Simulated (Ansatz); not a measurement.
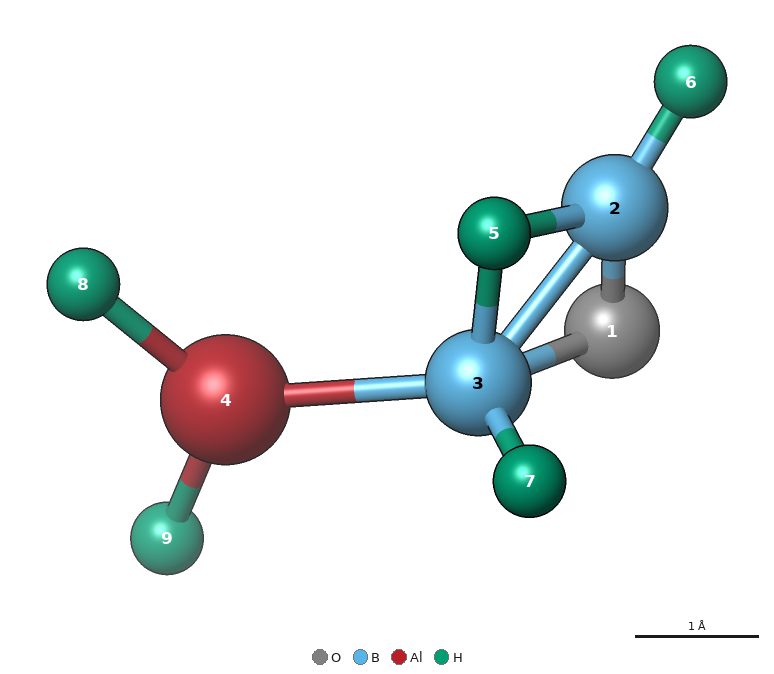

Orthographic view. Depth is shown by fading: the farther an atom, the more it takes the colour of the background. Computed geometry: PBE-D4/def2-SVP optimisation. No frequency run is at hand to confirm it as a minimum.

Write the connection table.

O1: B2, B3
B2: O1, B3, H5, H6
B3: O1, B2, Al4, H5, H7
Al4: B3, H8, H9
H5: B2, B3
H6: B2
H7: B3
H8: Al4
H9: Al4
